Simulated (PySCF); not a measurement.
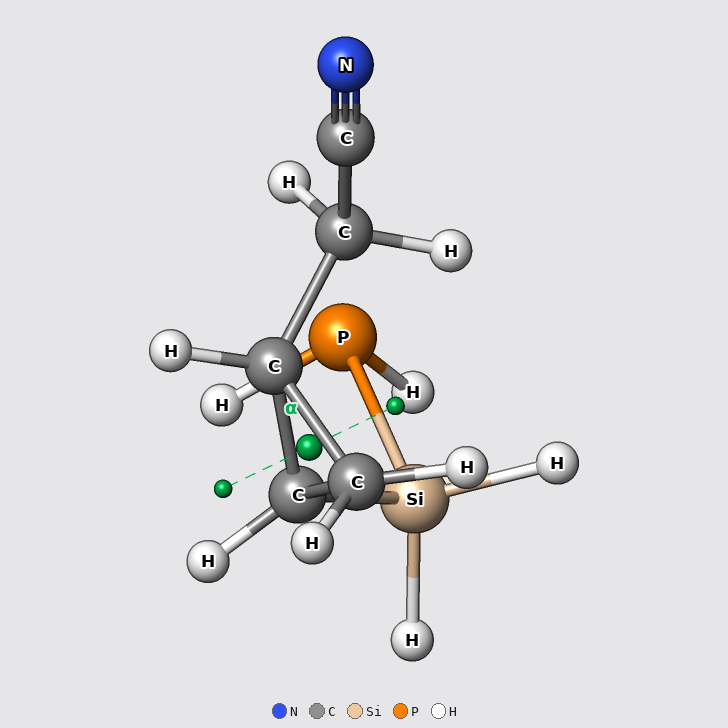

The small points mark where nucleus-independent chemical shifts (NICS) were computed: at the centre of each lettered ring and 1 Å above and below it. The computed structure is the end point of a GFN2-xTB optimisation. No frequency run is at hand to confirm it as a minimum. Method: GIAO PBE0/pcSseg-1 NMR shielding, non-relativistic, gas phase (PySCF 2.14.0).

Give NICS(0), NICS(1) and the out-of-plane component NICS(1)zz for each ring (means of the two sides).

```csv
ring,members,NICS(0),NICS(1),NICS(1)zz
α,C3,−44.8,−8.5,−22.3
```

Values in ppm.

The geometry is semi-empirical. Around P, Si such bond lengths and angles can be off by a tenth of an ångström or more and by several degrees, and values that hang on the shape move with them.
